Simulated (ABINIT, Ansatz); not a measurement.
# BAs (F-43m): G0W0 with ABINIT, start to end

Aim: the G0W0 gap of BAs (F-43m) on PBE, step by step.

Program: ABINIT 10.8.3. Level of theory: PBE and many-body steps on it, plane waves. Results are calculated unless marked as measured.

**The experiments to reproduce.**

- Gap 2.02 eV: indirect gap from square root of absorption coefficient, average of three samples; transmission and reflection spectroscopy; 300 K; bulk crystal (CVT-grown platelets about 10 um thick) (“Optical properties of cubic boron arsenide”, 2019, arxiv:1911.04914).

- Gap 4.12 eV: direct gap from square of absorption coefficient, average of two samples; spectroscopic ellipsometry; 300 K; bulk crystal (CVT-grown opaque bulk crystals) (“Optical properties of cubic boron arsenide”, 2019, arxiv:1911.04914).

- Gap 1.82 eV: indirect gap from Tauc plot of optical absorption; UV-visible absorption, indirect Tauc plot; 300 K; bulk crystal (three thin as-grown single crystals with the same absorption edge) (“Photoluminescence mapping and time-domain thermo-photoluminescence for rapid imaging and measurement of thermal conductivity of boron arsenide”, 2019, arxiv:1910.07149).

This is a report of a sequence of runs, with most program output left out.

## 1. Starting point

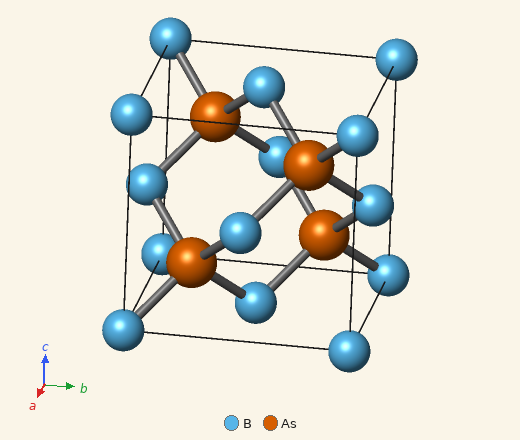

Start, viewed slightly off an axis; boron blue, arsenic orange. This picture shows the conventional cell, with its axes. Bonds to atoms that aren't drawn are left out. Some periodic images of atoms are drawn too.

The cell and positions come from the Crystallography Open Database and are kept as given unless a step says otherwise.

## 2. Ground state

This step: ABINIT 10.8.3; DFT, PBE, plane waves, norm-conserving pseudopotentials.

The ground-state density comes first.

The input, run.abi:

```
acell 3*1.0 Angstrom
rprim 
  -0.000000000000 2.388500000000 2.388500000000
  2.388500000000 -0.000000000000 2.388500000000
  2.388500000000 2.388500000000 -0.000000000000
ntypat 2
znucl 5 33
natom 2
typat 1 2
xred 
  0.000000000000 0.000000000000 0.000000000000
  0.250000000000 0.250000000000 0.250000000000
pp_dirpath "pseudos"
pseudos "B.upf, As.upf"
ecut 44
ngkpt 8 8 8
nshiftk 1
shiftk 0 0 0
kptopt 1
chksymbreak 0
nband 18
occopt 1
tolvrs 1e-10
nstep 60
prtwf 0
optforces 0
optstress 0
indata_prefix "in"
outdata_prefix "out"
tmpdata_prefix "tmp"
```

On the command line:

```bash
$ OMP_NUM_THREADS=1 mpirun -n 8 abinit run.abi > log
```

The job ended after 9.3 s (8 MPI ranks of Intel Xeon Platinum 8488C (Sapphire Rapids), shared host; peak memory 0.62 GiB; 71 s of CPU time).

This step gave:

* total energy: -8386.3532 eV
* gap: 1.208 eV
* k of the valence top: 0, 0, 0
* k of the conduction bottom: 0.375, 0.375, 0
* least direct gap: 3.289 eV

The gap is indirect, with the least direct gap 2.08 eV higher.

## 3. Bands along the symmetry lines

Levels along a band path, at the cheap level, show where the edges lie and whether the meshes to come will hold them.

The input, run.abi:

```
acell 3*1.0 Angstrom
rprim 
  -0.000000000000 2.388500000000 2.388500000000
  2.388500000000 -0.000000000000 2.388500000000
  2.388500000000 2.388500000000 -0.000000000000
ntypat 2
znucl 5 33
natom 2
typat 1 2
xred 
  0.000000000000 0.000000000000 0.000000000000
  0.250000000000 0.250000000000 0.250000000000
pp_dirpath "pseudos"
pseudos "B.upf, As.upf"
ecut 44
iscf -2
irdden 1
kptopt 0
nkpt 50
kpt 
  0.00000000 0.00000000 0.00000000
  -0.06250000 -0.06250000 0.00000000
  -0.12500000 -0.12500000 0.00000000
  -0.18750000 -0.18750000 0.00000000
  -0.25000000 -0.25000000 0.00000000
  -0.31250000 -0.31250000 0.00000000
  -0.37500000 -0.37500000 0.00000000
  -0.43750000 -0.43750000 0.00000000
  -0.50000000 -0.50000000 0.00000000
  -0.48437500 -0.48437500 0.03125000
  -0.46875000 -0.46875000 0.06250000
  -0.45312500 -0.45312500 0.09375000
  -0.43750000 -0.43750000 0.12500000
  -0.42187500 -0.42187500 0.15625000
  -0.40625000 -0.40625000 0.18750000
  -0.39062500 -0.39062500 0.21875000
  -0.37500000 -0.37500000 0.25000000
  -0.37500000 0.00000000 0.37500000
  -0.32812500 0.00000000 0.32812500
  -0.28125000 0.00000000 0.28125000
  -0.23437500 0.00000000 0.23437500
  -0.18750000 0.00000000 0.18750000
  -0.14062500 0.00000000 0.14062500
  -0.09375000 0.00000000 0.09375000
  -0.04687500 0.00000000 0.04687500
  0.00000000 0.00000000 0.00000000
  0.00000000 0.00000000 0.06250000
  0.00000000 0.00000000 0.12500000
  0.00000000 0.00000000 0.18750000
  0.00000000 0.00000000 0.25000000
  0.00000000 0.00000000 0.31250000
  0.00000000 0.00000000 0.37500000
  0.00000000 0.00000000 0.43750000
  -0.00000000 -0.00000000 0.50000000
  -0.06250000 -0.03125000 0.46875000
  -0.12500000 -0.06250000 0.43750000
  -0.18750000 -0.09375000 0.40625000
  -0.25000000 -0.12500000 0.37500000
  -0.31250000 -0.15625000 0.34375000
  -0.37500000 -0.18750000 0.31250000
  -0.43750000 -0.21875000 0.28125000
  -0.50000000 -0.25000000 0.25000000
  -0.50000000 -0.28125000 0.21875000
  -0.50000000 -0.31250000 0.18750000
  -0.50000000 -0.34375000 0.15625000
  -0.50000000 -0.37500000 0.12500000
  -0.50000000 -0.40625000 0.09375000
  -0.50000000 -0.43750000 0.06250000
  -0.50000000 -0.46875000 0.03125000
  -0.50000000 -0.50000000 0.00000000
istwfk *1
nband 20
nbdbuf 2
tolwfr 1e-08
nstep 40
prtwf 0
prtvol 0
indata_prefix "in"
outdata_prefix "out"
tmpdata_prefix "tmp"
```

Wall time 7.6 s (8 MPI ranks); peak memory 0.56 GiB; 57 s of CPU time.

This step gave:

| Item | Value |
| --- | --- |
| gap | 1.208 eV |
| k of the valence top | 0, 0, 0 |
| k of the conduction bottom | -0.375, -0.375, 0 |
| least direct gap | 3.289 eV |

The gap is 1.208 eV, as in the run before at this level.

The electronic bands at the labelled points (eV, zero at the top of the highest filled band):

```csv
point,band 10,band 11,band 12,band 13,band 14,band 15,band 16,band 17
Γ,-15.40,0.00,0.00,0.00,3.29,3.29,3.29,4.68
X,-11.22,-8.51,-4.07,-4.07,1.45,1.46,11.40,11.40
U,-11.27,-8.13,-5.94,-3.48,2.06,5.56,9.24,9.78
jump to K,-11.27,-8.13,-5.94,-3.48,2.06,5.56,9.24,9.78
Γ,-15.40,0.00,0.00,0.00,3.29,3.29,3.29,4.68
L,-12.53,-8.77,-1.82,-1.82,2.70,4.81,4.81,8.90
W,-11.07,-8.05,-5.48,-5.19,5.28,5.95,6.84,7.06
X,-11.22,-8.51,-4.07,-4.07,1.45,1.46,11.40,11.40
```

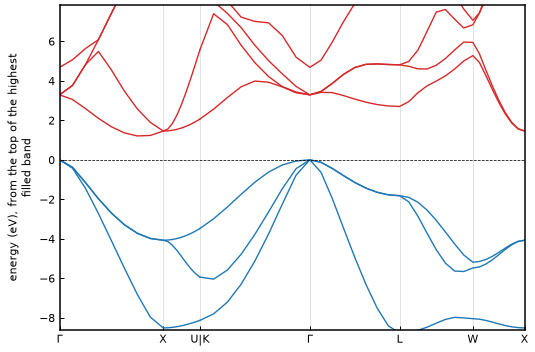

Electronic bands along the path; lines of filled and empty bands in two colours.

## 4. Empty states on the mesh, 6×6×6 mesh, 170 bands

The sums over transitions need many empty states on a uniform mesh; this step solves for them.

The input, run.abi:

```
acell 3*1.0 Angstrom
rprim 
  -0.000000000000 2.388500000000 2.388500000000
  2.388500000000 -0.000000000000 2.388500000000
  2.388500000000 2.388500000000 -0.000000000000
ntypat 2
znucl 5 33
natom 2
typat 1 2
xred 
  0.000000000000 0.000000000000 0.000000000000
  0.250000000000 0.250000000000 0.250000000000
pp_dirpath "pseudos"
pseudos "B.upf, As.upf"
ecut 44
ngkpt 6 6 6
nshiftk 1
shiftk 0 0 0
kptopt 1
chksymbreak 0
irdden 1
istwfk *1
nband 170
prtvol 0
optdriver 6
gwr_task "HDIAGO"
paral_kgb 0
occopt 1
indata_prefix "in"
outdata_prefix "out"
tmpdata_prefix "tmp"
```

It took 33 s on 8 MPI ranks; peak memory 3.4 GiB.

Numbers from this step:

```yaml
gap: 1.293 eV
k_of_the_valence_top: 0, 0, 0
k_of_the_conduction_bottom: 0.3333, 0.3333, 0
least_direct_gap: 3.289 eV
k_points_computed: 16
lowest_point_of_the_top_converged_band_above_the_valence_top: 163.0942 eV
```

On this mesh the gap is 1.293 eV. The earlier step found 1.208 eV, so this mesh misses an edge.

## 5. Screening, 6×6×6 mesh, 162 bands, screening to 239.5 eV

The RPA dielectric matrix is built and inverted for each q.

This step: RPA screening on PBE, plane waves, norm-conserving pseudopotentials.

run.abi: that of step 4 with these lines changed.

```diff
@@ -20,10 +20,11 @@
 chksymbreak 0
-irdden 1
 istwfk *1
-nband 170
-prtvol 0
-optdriver 6
-gwr_task "HDIAGO"
-paral_kgb 0
 occopt 1
+irdwfk 1
+optdriver 3
+nband 162
+ecuteps 8.8
+inclvkb 2
+awtr 1
+symchi 1
 indata_prefix "in"
```

The job ended after 3.1 min (8 MPI ranks; peak memory 2.3 GiB).

Numbers from this step:

```
ε∞ with local fields, on this mesh, along the program's q direction : 10.51
the same without local fields                                       : 11.51
plasma frequency                                                    : 36.27 eV
plane waves in the screening matrix                                 : 259
```

Local fields lower ε∞ by 9 %.

## 6. Self-energy, 6×6×6 mesh, 162 bands, screening to 239.5 eV

The self-energy is evaluated for the states that the input lists, and the levels follow from it, in one-shot runs by the linearised quasiparticle equation.

This step: G0W0 on PBE, plane waves, norm-conserving pseudopotentials.

run.abi: that of step 5 with these lines changed.

```diff
@@ -23,8 +23,17 @@
 irdwfk 1
-optdriver 3
+optdriver 4
 nband 162
+gwcalctyp 0
+ecutsigx 44
+symsigma 1
+nkptgw 2
+kptgw 
+  0.0000000000 0.0000000000 0.0000000000
+  0.3333333333 0.3333333333 0.0000000000
+bdgw 
+  11 16
+  12 15
 ecuteps 8.8
-inclvkb 2
-awtr 1
-symchi 1
+irdscr 1
+ppmodel 1
 indata_prefix "in"
```

Elapsed: 25 s, on 8 MPI ranks; peak memory 2.1 GiB.

This step gave:

- G0W0 gap on the points computed: 1.916 eV
- starting gap on the mesh: 1.293 eV
- k of the valence top: 0, 0, 0
- k of the conduction bottom: 0.3333, 0.3333, 0
- Z at the valence top: 0.807
- Z at the conduction bottom: 0.817
- least direct G0W0 gap on the computed points: 4.151 eV

The gap on the mesh goes from 1.29 eV to 1.92 eV, a correction of +0.62 eV. The start differs from the 1.21 eV found before because the two sample other k points.

Limits: finite bands, cutoff and mesh; no spin-orbit coupling. v1 is the top filled band, c1 the lowest empty one. The levels before and after the correction (eV, zero at the valence-band top of each column):

```csv
,conduction bottom,valence top
Kohn-Sham,1.29,0.00
G0W0,1.92,0.00
```

```csv
,level,energy (eV)
Kohn-Sham,Γ v3-v1,0.000
Kohn-Sham,Γ c1-c3,3.289
Kohn-Sham,(0.333 0.333 0) v2-v1,-3.452
Kohn-Sham,(0.333 0.333 0) c1,1.293
Kohn-Sham,(0.333 0.333 0) c2,3.155
G0W0,Γ v3-v1,0.000
G0W0,Γ c1-c3,4.151
G0W0,(0.333 0.333 0) v2-v1,-3.646
G0W0,(0.333 0.333 0) c1,1.916
G0W0,(0.333 0.333 0) c2,3.809
```

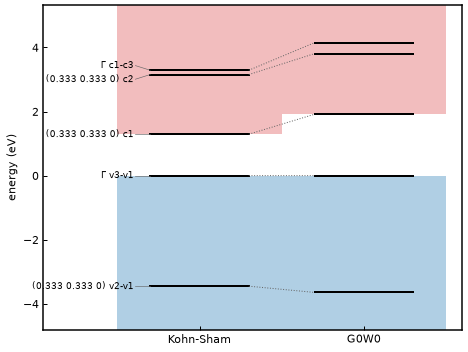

Levels before and after the correction. Shaded: valence and conduction bands.

## 7. Where the time went

Times are wall times on 8 MPI ranks of Intel Xeon Platinum 8488C (Sapphire Rapids), shared host, good to a factor of about two.

```csv
step,time,share,memory (GiB)
ground state,9.3 s,4 %,0.62
bands along the symmetry lines,7.6 s,3 %,0.56
empty states on the mesh,33 s,13 %,3.4
screening,3.1 min,71 %,2.3
self-energy,25 s,10 %,2.1
```

## 8. What came out

| Item | Value |
| --- | --- |
| PBE gap | 1.21 eV, indirect |
| G0W0 gap on the mesh | 1.92 eV |
| G0W0 gap over the zone (rigid shift) | 1.83 eV |
| GW settings | 6×6×6 mesh, 162 bands, screening to 239.5 eV, Godby-Needs plasmon pole |
| known limits | not at the basis limit; no spin-orbit coupling |

What this shows: G0W0 moves the gap on the mesh from 1.29 eV to 1.92 eV (+0.62 eV), with Z of 0.81 and 0.82 at the edges. The mesh misses the band edges by 0.08 eV in all; a rigid shift gives 1.83 eV for the zone. Local fields lower the RPA ε∞ on this mesh from 11.51 to 10.51. Only 2 of the mesh's irreducible points were corrected, so a valley elsewhere could overtake. The dearest step here is «screening». Against experiment, by G0W0@PBE: the gap of 1.83 eV lies −0.19 eV from the measured 2.02 eV (indirect, 300 K, 2019); the direct gap of 4.15 eV lies +0.03 eV from the measured 4.12 eV (direct, 300 K, 2019); the gap of 1.83 eV lies +0.01 eV from the measured 1.82 eV (indirect, 300 K, 2019). An exciton line or allowed optical edge lies below the quasiparticle gap by the binding energy; a forbidden edge can push the onset above it. The calculation has static nuclei and no excitons; a measured gap holds zero-point and thermal motion, which mostly lowers it. Bands and cutoff are finite, so the gap is not at the basis limit. The miss can reach some tenths of an eV and take either sign; the mesh is an error of its own. In the G0W0 run levels were corrected at 2 k points alone, so a gap called «on the mesh» is the least over those, and an edge elsewhere would be missed. A denser mesh or path gives a starting gap of 1.21 eV: the GW mesh misses a band edge, so its gaps are not the fundamental one. The many-body steps are scalar-relativistic: spin-orbit coupling is not in them.

[Paths, hosts, dates, memory and timing lines, banners, echoed tables and standing remarks are left out of the program output.]

[Logs are printed without paths, hosts, clocks, repeated set-up lines and the standing remarks that a program may print on its own settings, such as how far it seeks lower states.]

[Runs of the session that timed out or met a known fault of the program may be left out.]

[Hosts, paths, dates, database ids (printed as entryN), source tags and the programs' standing remarks are cut or masked in the printed files.]

[G0W0 gaps are taken among the corrected bands and points alone; a level outside them can change the order at an edge.]

[Where Ansatz stands beside ABINIT at settings called matched, ABINIT's density can come from a denser mesh and the files from another edition; pairs whose starting gaps differed by over 0.03 eV were left out, so agreement reads better than it is.]
